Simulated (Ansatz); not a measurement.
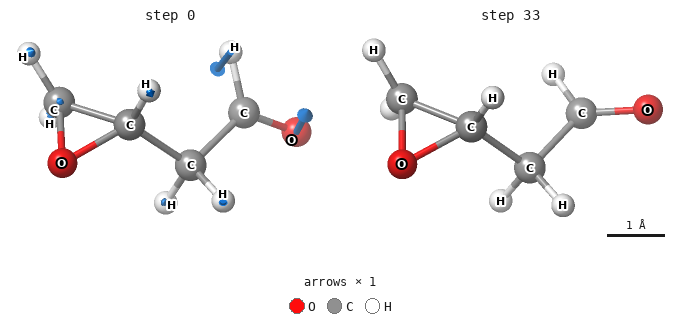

The structure of C$_{4}$H$_{6}$O$_{2}$ before (left) and after (right) a relaxation, at one scale. The blue arrows give the displacements, at their true length.

Style: ball-and-stick. Shown at a tilt.

The start comes from GFN2-xTB.

The calculation used RKS PBE0-D4/def2-TZVP in Ansatz 0.2.0.

Input
```yaml
crystal:
  periodic: [false, false, false]
  atoms:
    - {symbol: O, position_ang: [-2.753350, 0.241130, 0.923060]}
    - {symbol: C, position_ang: [-1.592020, -0.032880, 0.833450]}
    - {symbol: C, position_ang: [-0.576560, 0.773790, 0.069030]}
    - {symbol: C, position_ang: [0.813020, 0.184980, 0.130990]}
    - {symbol: C, position_ang: [1.246070, -0.831770, -0.831620]}
    - {symbol: O, position_ang: [1.695070, 0.490670, -0.905950]}
    - {symbol: H, position_ang: [-1.175440, -0.934530, 1.325570]}
    - {symbol: H, position_ang: [-0.573880, 1.792720, 0.467430]}
    - {symbol: H, position_ang: [-0.904120, 0.851480, -0.971650]}
    - {symbol: H, position_ang: [1.263670, 0.172230, 1.121650]}
    - {symbol: H, position_ang: [0.567460, -1.142340, -1.618250]}
    - {symbol: H, position_ang: [1.990070, -1.565450, -0.543710]}
basis:
  gaussian: {orbitals: def2-TZVP}
hamiltonian: {xc: pbe0, dispersion: d4}
relax: {f_tol: 0.005, max_steps: 150}
```

**Describe what moved and what it gained.**

Over 27 accepted moves (33 points after the start) the energy falls by 1.37 kcal/mol. The largest force component goes from 0.75 to 0.0017 eV/Å. The line search rejected the trial steps at points 2, 4, 14, 20, 22, 32 of the run. The forces were under the threshold at step 29, but the run went on from there. The largest move after the best rigid fit is that of H7, 1.02 Å. Largest moves by element: H 1.02 Å, O 0.93 Å, C 0.10 Å. Some distances before and after: C4–O6 1.395 → 1.415 Å, C5–O6 1.399 → 1.417 Å, C4–C5 1.466 → 1.461 Å, C2–H7 1.108 → 1.113 Å. Bond angles that change, for instance: H8–C3–H9 106.3° → 109.0°, C2–C3–C4 113.0° → 110.9°, C4–C3–H9 110.0° → 108.0°. Groups turn about C2–C3 by about 60°. The run took about 6 core-minutes on a shared host.
